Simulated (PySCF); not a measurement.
## Electronic structure of C$_{6}$H$_{7}$FO (SMILES C=CC(=C)O/C=C\F) in real space

Input

```
{"job": {"kind": "uv", "xc": "PBE0", "basis": "def2-SVPD", "nstates": 6, "ntriplets": 2}, "charge": 0, "multiplicity": 1}
C     -1.945934     1.596433    -0.368201
C     -1.843969     0.463054     0.314049
C     -0.608109    -0.303823     0.444688
C     -0.546055    -1.443651     1.137487
O      0.458017     0.287874    -0.180452
C      1.542762    -0.448530    -0.505398
C      2.717750     0.088878    -0.808235
F      2.952352     1.411909    -0.758049
H     -1.097232     2.023233    -0.874497
H     -2.876023     2.133164    -0.436554
H     -2.695445     0.038540     0.825965
H      0.363964    -1.997606     1.282599
H     -1.429433    -1.840823     1.599877
H      1.426679    -1.523300    -0.567649
H      3.576261    -0.477364    -1.127540
```

Launched as:

```sh
OMP_NUM_THREADS=1 python probes_run.py task.json out
```

Geometry: GFN2-xTB.

Theory: PBE0/def2-SVPD, SCF density, gas phase (PySCF 2.14.0).

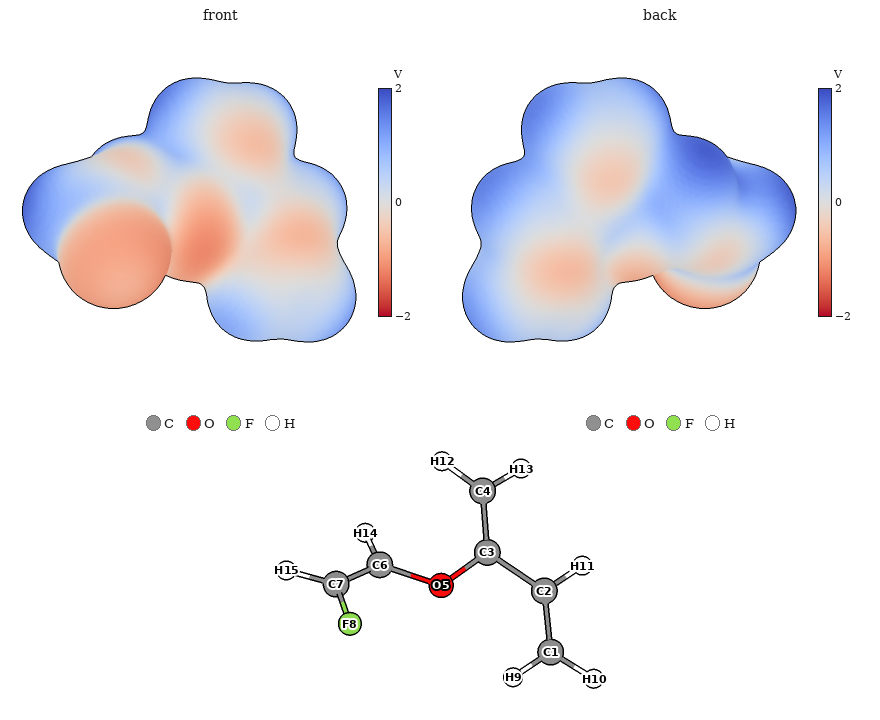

Figure 1. The electrostatic potential painted on the density surface at 0.004 e/bohr³, seen from the front and from behind; the colour scale runs from red (negative) to blue (positive). The bare structure is drawn below in the same view.

**Where is the surface potential most negative and most positive?**

The most negative region (about −1.1 V) lies over O5 and F8, the most positive (about +1.7 V) over H14 and H15.

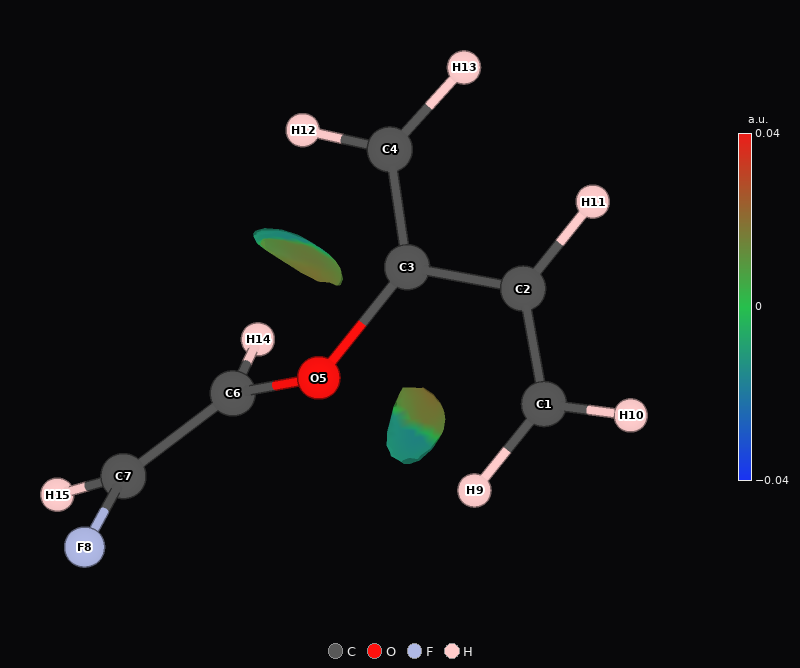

Figure 2. Non-covalent interaction (NCI) plot: the surface where the reduced density gradient is 0.5, for densities under 0.05 a.u., coloured by sign(λ₂)ρ; seen at a tilt.

**What holds or crowds the atoms apart from the covalent bonds?**

Between O5 and C3 on one side and C1 and H9 on the other: a weak contact, attractive (blue-green) on one side and crowded (olive to red) on the other; between H14 and C6 on one side and C4 and H12 on the other: a weak contact, attractive (blue-green) on one side and crowded (olive to red) on the other.

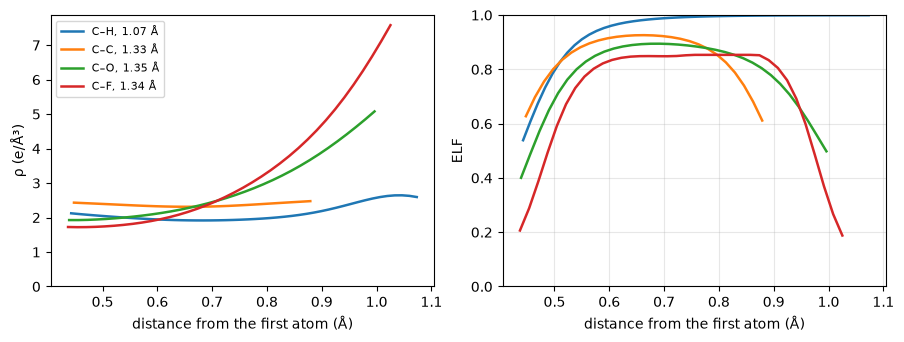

Figure 3. Electron density and electron localisation function along straight lines between neighbouring atoms. The curves leave out the atomic cores.

**What kind of bonding do the profiles show?**

C–H (1.07 Å): the density is about 2 e/Å³ at the midpoint; the ELF climbs to about 1 towards the hydrogen, as it does in any bond to H: an ordinary covalent bond to hydrogen.
C–C (1.33 Å): ρ at the midpoint is about 2.3 e/Å³; the ELF peaks at about 0.95 between the atoms (a short, multiple covalent bond).
C–O (1.35 Å): the density is about 2.3 e/Å³ at the midpoint, with its minimum of 1.9 e/Å³ about 0.5 Å from C; the ELF peaks at about 0.90 between the atoms, as expected for a polar covalent bond.
C–F (1.34 Å): ρ is about 2.3 e/Å³ halfway, with its minimum of 1.7 e/Å³ about 0.5 Å from C; the ELF peaks at about 0.85 between the atoms; a shared but strongly polarised pair.
